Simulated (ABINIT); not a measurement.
# CsPbI2Br (P4/mmm): G0W0 in ABINIT against the plane-wave cutoff

How does the gap of CsPbI2Br (P4/mmm) converge in the plane-wave cutoff?

Main program and level: ABINIT 10.8.3; PBE and many-body steps on it, plane waves.

## 1. The structure

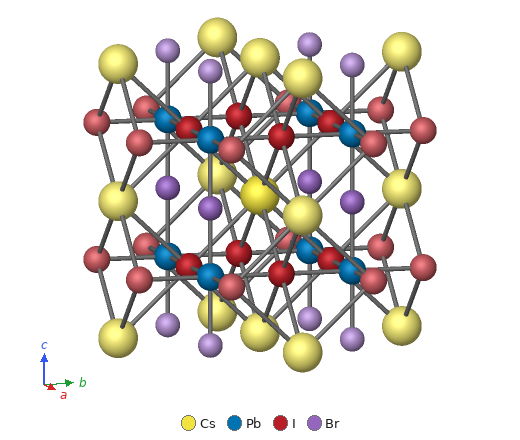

Start, viewed slightly off an axis; caesium yellow, lead blue, iodine red, bromine purple. Some periodic images of atoms are drawn too.

Coordinates:

```cif
data_structure
_symmetry_space_group_name_H-M 'P 1'
_symmetry_Int_Tables_number 1
_cell_length_a 6.3753
_cell_length_b 6.3753
_cell_length_c 5.9622
_cell_angle_alpha 90.000
_cell_angle_beta 90.000
_cell_angle_gamma 90.000
_cell_volume 242.33
loop_
_atom_site_label
_atom_site_type_symbol
_atom_site_fract_x
_atom_site_fract_y
_atom_site_fract_z
_atom_site_occupancy
Cs1 Cs 0.50000 0.50000 0.50000 1
Pb2 Pb 0.00000 0.00000 0.00000 1
I3 I 0.00000 0.50000 0.00000 1
I4 I 0.50000 0.00000 0.00000 1
Br5 Br 0.00000 0.00000 0.50000 1
```

The cell and positions are those that the Materials Project relaxed with its own functionals (PBE, PBE+U or r2SCAN), kept fixed. Spin-orbit coupling is left out unless a step names it.

## 2. Empty states on the mesh, 2×2×2 mesh, 360 bands

This step: ABINIT 10.8.3; DFT, PBE, plane waves, norm-conserving pseudopotentials.

The sums over transitions need many empty states on a uniform mesh; this step solves for them.

Contents of run.abi:

```
acell 3*1.0 Angstrom
rprim 
  6.375296000000 0.000000000000 0.000000000000
  0.000000000000 6.375296000000 0.000000000000
  0.000000000000 0.000000000000 5.962220000000
ntypat 4
znucl 55 82 53 35
natom 5
typat 1 2 3 3 4
xred 
  0.500000000000 0.500000000000 0.500000000000
  0.000000000000 0.000000000000 0.000000000000
  0.000000000000 0.500000000000 0.000000000000
  0.500000000000 0.000000000000 0.000000000000
  0.000000000000 0.000000000000 0.500000000000
pp_dirpath "pseudos"
pseudos "Cs.upf, Pb.upf, I.upf, Br.upf"
ecut 31
ngkpt 2 2 2
nshiftk 1
shiftk 0 0 0
kptopt 1
chksymbreak 0
iscf -2
irdden 1
istwfk *1
nband 360
nbdbuf 32
tolwfr 1e-09
nstep 60
prtvol 0
indata_prefix "in"
outdata_prefix "out"
tmpdata_prefix "tmp"
```

On the command line:

```bash
OMP_NUM_THREADS=1 mpirun -n 4 abinit run.abi > log
```

Numbers of over 12 decimals in the logs are rounded to 6 here.

What it wrote:

```text
.Version 10.8.3 of ABINIT. v10.8.2 released Aug 2026.

 Symmetries : space group P4/m m m (#123); Bravais tP (primitive tetrag.)
[... echo of the input left out ...]
== DATASET  1 ==================================================================
-   mpi_nproc: 4, omp_nthreads: 1 (-1 if OMP is not activated)

--- !DatasetInfo
iteration_state: {dtset: 1, }
dimensions: {natom: 5, nkpt: 6, mband: 360, nsppol: 1, nspinor: 1, nspden: 1, mpw: 13544, }
cutoff_energies: {ecut:  31.0, pawecutdg:  -1.0, }
[...]
2.43045    2.43754    2.43754    2.44221    2.44490    2.46297    2.46303    2.47070
   2.47484    2.47510    2.47736    2.47759    2.47843    2.49034    2.50606    2.51332
 prteigrs : prtvol=0 or 1, do not print more k-points.

== END DATASET(S) ==============================================================
================================================================================

 -outvars: echo values of variables after computation  --------
            nband         360
             nkpt           6
          spgroup         123
 [... the other variables as echoed above ...]

 Calculation completed.
```

It took 12 min on 4 MPI ranks of Intel Xeon 6975P-C (Granite Rapids), shared host; peak memory 0.89 GiB.

This step gave:

- gap: 1.465 eV
- k of the valence top: 0.5, 0.5, 0.5
- k of the conduction bottom: 0.5, 0.5, 0.5
- least direct gap: 1.465 eV
- k points computed: 6
- lowest point of the top converged band, above the valence top: 62.8063 eV

On this mesh the gap is 1.465 eV.

The density comes from a self-consistent run that is not shown.

## 3. Empty states on the mesh, 2×2×2 mesh, 107 bands

Edit run.abi of step 2 so:

```diff
@@ -17,3 +17,3 @@
 pseudos "Cs.upf, Pb.upf, I.upf, Br.upf"
-ecut 31
+ecut 19
 ngkpt 2 2 2
@@ -26,4 +26,4 @@
 istwfk *1
-nband 360
-nbdbuf 32
+nband 107
+nbdbuf 8
 tolwfr 1e-09
```

What it wrote:

```text
.Version 10.8.3 of ABINIT. v10.8.2 released Aug 2026.

 Symmetries : space group P4/m m m (#123); Bravais tP (primitive tetrag.)
[... echo of the input left out ...]
== DATASET  1 ==================================================================
-   mpi_nproc: 4, omp_nthreads: 1 (-1 if OMP is not activated)

--- !DatasetInfo
iteration_state: {dtset: 1, }
dimensions: {natom: 5, nkpt: 6, mband: 107, nsppol: 1, nspinor: 1, nspden: 1, mpw: 6528, }
cutoff_energies: {ecut:  19.0, pawecutdg:  -1.0, }
[...]
0.82571    0.87006    0.87006    0.87872    0.87881    0.88284    0.89033    0.89033
   0.90084    0.91755    0.91755    0.93114    0.93114    0.94331    0.94331    0.94478
   0.96888    0.97688    0.97779
 prteigrs : prtvol=0 or 1, do not print more k-points.

== END DATASET(S) ==============================================================
================================================================================

 -outvars: echo values of variables after computation  --------
            nband         107
             nkpt           6
          spgroup         123
 [... the other variables as echoed above ...]

 Calculation completed.
```

Wall time 51 s (4 MPI ranks); peak memory 0.4 GiB; 3.4 min of CPU time.

This step gave:

- gap: 1.466 eV
- k of the valence top: 0.5, 0.5, 0.5
- k of the conduction bottom: 0.5, 0.5, 0.5
- least direct gap: 1.466 eV
- k points computed: 6
- lowest point of the top converged band, above the valence top: 23.52 eV

On this mesh the gap is 1.466 eV.

## 4. Empty states on the mesh, 2×2×2 mesh, 107 bands

Edit run.abi of step 3 so:

```diff
@@ -17,3 +17,3 @@
 pseudos "Cs.upf, Pb.upf, I.upf, Br.upf"
-ecut 19
+ecut 25
 ngkpt 2 2 2
```

What it wrote:

```text
.Version 10.8.3 of ABINIT. v10.8.2 released Aug 2026.

 Symmetries : space group P4/m m m (#123); Bravais tP (primitive tetrag.)
[... echo of the input left out ...]
== DATASET  1 ==================================================================
-   mpi_nproc: 4, omp_nthreads: 1 (-1 if OMP is not activated)

--- !DatasetInfo
iteration_state: {dtset: 1, }
dimensions: {natom: 5, nkpt: 6, mband: 107, nsppol: 1, nspinor: 1, nspden: 1, mpw: 9785, }
cutoff_energies: {ecut:  25.0, pawecutdg:  -1.0, }
[...]
0.81162    0.84373    0.85846    0.86065    0.86065    0.86669    0.86669    0.87857
   0.90077    0.90146    0.90146    0.93101    0.93101    0.93890    0.93890    0.94468
   0.95235    0.96890    0.97764
 prteigrs : prtvol=0 or 1, do not print more k-points.

== END DATASET(S) ==============================================================
================================================================================

 -outvars: echo values of variables after computation  --------
            nband         107
             nkpt           6
          spgroup         123
 [... the other variables as echoed above ...]

 Calculation completed.
```

It took 82 s on 4 MPI ranks; peak memory 0.48 GiB; 5.5 min of CPU time.

Numbers from this step:

```
gap                                                           : 1.465 eV
k of the valence top                                          : 0.5, 0.5, 0.5
k of the conduction bottom                                    : 0.5, 0.5, 0.5
least direct gap                                              : 1.465 eV
k points computed                                             : 6
lowest point of the top converged band, above the valence top : 23.20 eV
```

On this mesh the gap is 1.465 eV.

## 5. Empty states on the mesh, 2×2×2 mesh, 107 bands

Edit run.abi of step 4 so:

```diff
@@ -17,3 +17,3 @@
 pseudos "Cs.upf, Pb.upf, I.upf, Br.upf"
-ecut 25
+ecut 39
 ngkpt 2 2 2
```

What it wrote:

```text
.Version 10.8.3 of ABINIT. v10.8.2 released Aug 2026.

 Symmetries : space group P4/m m m (#123); Bravais tP (primitive tetrag.)
[... echo of the input left out ...]
== DATASET  1 ==================================================================
-   mpi_nproc: 4, omp_nthreads: 1 (-1 if OMP is not activated)

--- !DatasetInfo
iteration_state: {dtset: 1, }
dimensions: {natom: 5, nkpt: 6, mband: 107, nsppol: 1, nspinor: 1, nspden: 1, mpw: 19080, }
cutoff_energies: {ecut:  39.0, pawecutdg:  -1.0, }
[...]
0.80680    0.82577    0.84308    0.84308    0.85166    0.86459    0.86459    0.87856
   0.89990    0.89990    0.90073    0.93098    0.93098    0.93821    0.93821    0.94466
   0.94556    0.96867    0.97745
 prteigrs : prtvol=0 or 1, do not print more k-points.

== END DATASET(S) ==============================================================
================================================================================

 -outvars: echo values of variables after computation  --------
            nband         107
             nkpt           6
          spgroup         123
 [... the other variables as echoed above ...]

 Calculation completed.
```

Run time: 3.1 min. Hardware: 4 MPI ranks; peak memory 0.69 GiB.

This step gave:

```yaml
gap: 1.464 eV
k_of_the_valence_top: 0.5, 0.5, 0.5
k_of_the_conduction_bottom: 0.5, 0.5, 0.5
least_direct_gap: 1.464 eV
k_points_computed: 6
lowest_point_of_the_top_converged_band_above_the_valence_top: 23.14 eV
```

On this mesh the gap is 1.464 eV.

## 6. Screening, 2×2×2 mesh, 99 bands, screening to 106.1 eV

The RPA dielectric matrix is built and inverted for each q.

This step: RPA screening on PBE, plane waves, norm-conserving pseudopotentials.

Edit run.abi of step 5 so:

```diff
@@ -17,3 +17,3 @@
 pseudos "Cs.upf, Pb.upf, I.upf, Br.upf"
-ecut 39
+ecut 19
 ngkpt 2 2 2
@@ -23,10 +23,11 @@
 chksymbreak 0
-iscf -2
-irdden 1
 istwfk *1
-nband 107
-nbdbuf 8
-tolwfr 1e-09
-nstep 60
-prtvol 0
+occopt 1
+irdwfk 1
+optdriver 3
+nband 99
+ecuteps 3.9
+inclvkb 2
+awtr 1
+symchi 1
 indata_prefix "in"
```

What it wrote:

```text
.Version 10.8.3 of ABINIT. v10.8.2 released Aug 2026.

 Symmetries : space group P4/m m m (#123); Bravais tP (primitive tetrag.)
[... echo of the input left out ...]
== DATASET  1 ==================================================================
-   mpi_nproc: 4, omp_nthreads: 1 (-1 if OMP is not activated)

--- !DatasetInfo
iteration_state: {dtset: 1, }
dimensions: {natom: 5, nkpt: 6, mband: 99, nsppol: 1, nspinor: 1, nspden: 1, mpw: 6528, }
cutoff_energies: {ecut:  19.0, pawecutdg:  -1.0, }
electrons: {nelect:   4.40000000E+01, charge:   0.00000000E+00, occopt:   1.00000000E+00, tsmear:   1.00000000E-02, }

 SCREENING: Calculation of the susceptibility and dielectric matrices

 Based on a program developped by R.W. Godby, V. Olevano, G. Onida, and L. Reining.
 Incorporated in ABINIT by V. Olevano, G.-M. Rignanese, and M. Torrent.
.Using double precision arithmetic ; gwpc =  8

[... cell and pseudopotentials left out ...]
--------------------------------------------------------------------------------

 ==== K-mesh for the wavefunctions ====
 Number of points in the irreducible wedge :     6
[... list of points left out ...]
 Together with 16 symmetry operations and time-reversal symmetry
 yields     8 points in the full Brillouin Zone.

 ==== Q-mesh for the screening function ====
 Number of points in the irreducible wedge :     6
[... list of points left out ...]
 Together with 16 symmetry operations and time-reversal symmetry
 yields     8 points in the full Brillouin Zone.

 setmesh: FFT mesh size selected  =    36x   36x   36
          total number of points  =        46656

 vcoul_init : cutoff-mode = AUXILIARY_FUNCTION
 q-points for optical limit:   1
     1)      0.000010    0.000020    0.000030

- screening: taking advantage of time-reversal symmetry
- Maximum band index for partially occupied states nbvw = 22
- Remaining bands to be divided among processors   nbcw = 77
- Number of bands treated by each node ~19

 Number of electrons calculated from density =   44.0000; Expected =   44.0000
 average of density, n =  0.026906
 r_s =    2.0702
 omega_plasma =   15.8227 [eV]

 calculating chi0 at frequencies [eV] :
  1    0.000000E+00    0.000000E+00
  2    0.000000E+00    1.582265E+01

--------------------------------------------------------------------------------
  q-point number  1        q = ( 0.000000, 0.000000, 0.000000) [r.l.u.]
--------------------------------------------------------------------------------
[... chi0 elements left out ...]
 For q-point:  0.000010 0.000020 0.000030
  dielectric constant =   9.9107
  dielectric constant without local fields =  11.4495

  Average fulfillment of the sum rule on Im[epsilon] for q-point    1 :     60.01  [%]
[... wings left out ...]
  q-point number  2        q = ( 0.500000, 0.000000, 0.000000) [r.l.u.]
--------------------------------------------------------------------------------
[... chi0 elements left out ...]
  Average fulfillment of the sum rule on Im[epsilon] for q-point    2 :     70.91  [%]

 [... 4 further q-points ...]
```

Elapsed: 32 s, on 4 MPI ranks; peak memory 1.4 GiB; 2.1 min of CPU time.

Numbers from this step:

```
ε∞ with local fields, on this mesh, along the program's q direction : 9.911
the same without local fields                                       : 11.45
plasma frequency                                                    : 15.82 eV
plane waves in the screening matrix                                 : 603
```

Local fields lower ε∞ by 13 %. On a Γ-centred mesh this coarse the value itself is usually too large, while a short band sum pulls it down.

## 7. 19 Ha

This step: G0W0 on PBE, plane waves, norm-conserving pseudopotentials.

Edit run.abi of step 6 so:

```diff
@@ -26,8 +26,17 @@
 irdwfk 1
-optdriver 3
+optdriver 4
 nband 99
+gwcalctyp 0
+ecutsigx 19
+symsigma 1
+nkptgw 2
+kptgw 
+  0.5000000000 0.5000000000 0.5000000000
+  0.0000000000 0.0000000000 0.0000000000
+bdgw 
+  21 24
+  21 24
 ecuteps 3.9
-inclvkb 2
-awtr 1
-symchi 1
+irdscr 1
+ppmodel 1
 indata_prefix "in"
```

What it wrote:

```text
.Version 10.8.3 of ABINIT. v10.8.2 released Aug 2026.

 Symmetries : space group P4/m m m (#123); Bravais tP (primitive tetrag.)
[... echo of the input left out ...]
== DATASET  1 ==================================================================
-   mpi_nproc: 4, omp_nthreads: 1 (-1 if OMP is not activated)

--- !DatasetInfo
iteration_state: {dtset: 1, }
dimensions: {natom: 5, nkpt: 6, mband: 99, nsppol: 1, nspinor: 1, nspden: 1, mpw: 6528, }
cutoff_energies: {ecut:  19.0, pawecutdg:  -1.0, }
electrons: {nelect:   4.40000000E+01, charge:   0.00000000E+00, occopt:   1.00000000E+00, tsmear:   1.00000000E-02, }

 SIGMA: Calculation of the GW corrections

 Based on a program developped by R.W. Godby, V. Olevano, G. Onida, and L. Reining.
 Incorporated in ABINIT by V. Olevano, G.-M. Rignanese, and M. Torrent.
.Using double precision arithmetic ; gwpc =  8

[... cell and pseudopotentials left out ...]
--------------------------------------------------------------------------------

 ==== K-mesh for the wavefunctions ====
 Number of points in the irreducible wedge :     6
[... list of points left out ...]
 Together with 16 symmetry operations and time-reversal symmetry
 yields     8 points in the full Brillouin Zone.

 ==== Q-mesh for screening function ====
 Number of points in the irreducible wedge :     6
[... list of points left out ...]
 Together with 16 symmetry operations and time-reversal symmetry
 yields     8 points in the full Brillouin Zone.

 vcoul_init : cutoff-mode = AUXILIARY_FUNCTION
 q-points for optical limit:   1
     1)      0.000010    0.000020    0.000030
 setmesh: FFT mesh size selected  =    48x   48x   45
          total number of points  =       103680

 Number of electrons calculated from density =   44.0000; Expected =   44.0000
 average of density, n =  0.026906
 r_s =    2.0702
 omega_plasma =   15.8227 [eV]

 === KS Band Gaps ===
  >>>> For spin  1
   Minimum direct gap =   1.4659 [eV], located at k-point      :   0.5000  0.5000  0.5000
   Fundamental gap    =   1.4659 [eV], Top of valence bands at :   0.5000  0.5000  0.5000
                                       Bottom of conduction at :   0.5000  0.5000  0.5000
 SIGMA fundamental parameters:
 PLASMON POLE MODEL  1
 number of plane-waves for SigmaX                 6435
 number of plane-waves for SigmaC and W            603
 number of plane-waves for wavefunctions          6435
 number of bands                                    99
 number of independent spin polarizations            1
 number of spinorial components                      1
 number of k-points in IBZ                           6
 number of q-points in IBZ                           6
 number of symmetry operations                      16
 number of k-points in BZ                            8
 number of q-points in BZ                            8
 number of frequencies for dSigma/dE                 9
 frequency step for dSigma/dE [eV]                0.25
 number of omega for Sigma on real axis              0
 max omega for Sigma on real axis  [eV]           0.00
 zcut for avoiding poles [eV]                     0.10

 EPSILON^-1 parameters (SCR file):
 dimension of the eps^-1 matrix on file            603
 dimension of the eps^-1 matrix used               603
 number of plane-waves for wavefunctions          6435
 number of bands                                    99
 number of q-points in IBZ                           6
 number of frequencies                               2
 number of real frequencies                          1
 number of imag frequencies                          1

 matrix elements of self-energy operator (all in [eV])

 Perturbative Calculation

--- !SelfEnergy_ee
iteration_state: {dtset: 1, }
kpoint     : [   0.500,    0.500,    0.500, ]
spin       : 1
KS_gap     :    1.466
QP_gap     :    2.033
Delta_QP_KS:    0.567
data: !SigmaeeData |
     Band     E0 <VxcDFT>   SigX SigC(E0)      Z dSigC/dE  Sig(E)    E-E0       E
       21   0.214 -11.201 -13.987   2.509   0.780  -0.281 -11.417  -0.216  -0.003
       22   1.057 -12.736 -14.704   1.971   0.791  -0.265 -12.734   0.002   1.060
       23   2.523  -9.507  -6.474  -2.323   0.802  -0.247  -8.938   0.570   3.093
       24   2.523  -9.507  -6.474  -2.323   0.802  -0.247  -8.938   0.570   3.093

--- !SelfEnergy_ee
iteration_state: {dtset: 1, }
kpoint     : [   0.000,    0.000,    0.000, ]
spin       : 1
KS_gap     :    4.417
QP_gap     :    5.057
Delta_QP_KS:    0.640
data: !SigmaeeData |
     Band     E0 <VxcDFT>   SigX SigC(E0)      Z dSigC/dE  Sig(E)    E-E0       E
       21  -0.202 -11.078 -13.977   2.560   0.778  -0.286 -11.342  -0.264  -0.466
       22  -0.202 -11.078 -13.977   2.560   0.778  -0.286 -11.342  -0.264  -0.466
       23   4.215  -5.717  -2.343  -2.921   0.832  -0.203  -5.341   0.377   4.591
       24   5.105  -5.996  -2.567  -2.856   0.830  -0.205  -5.521   0.476   5.580

== END DATASET(S) ==============================================================
================================================================================

 -outvars: echo values of variables after computation  --------
           etotal      0.0000000000E+00
            nband          99
             nkpt           6
          spgroup         123
 [... the other variables as echoed above ...]

 Calculation completed.
```

Elapsed: 17 s, on 4 MPI ranks; peak memory 1.4 GiB; 68 s of CPU time.

Numbers from this step:

```
G0W0 gap on the points computed              : 2.033 eV
starting gap on the mesh                     : 1.466 eV
k of the valence top                         : 0.5, 0.5, 0.5
k of the conduction bottom                   : 0.5, 0.5, 0.5
Z at the valence top                         : 0.791
Z at the conduction bottom                   : 0.802
least direct G0W0 gap on the computed points : 2.033 eV
```

(Continued in part 2 of 2.)

[Paths, hosts, dates, memory and timing lines, banners, echoed tables and standing remarks are left out of the program output.]

[Logs are printed without paths, hosts, clocks, repeated set-up lines and the standing remarks that a program may print on its own settings, such as how far it seeks lower states.]

[Runs of the session that timed out or met a known fault of the program may be left out.]

[Hosts, paths, dates, database ids (printed as entryN), source tags and the programs' standing remarks are cut or masked in the printed files.]

[G0W0 gaps are taken among the corrected bands and points alone; a level outside them can change the order at an edge.]

[Where Ansatz stands beside ABINIT at settings called matched, ABINIT's density can come from a denser mesh and the files from another edition; pairs whose starting gaps differed by over 0.03 eV were left out, so agreement reads better than it is.]
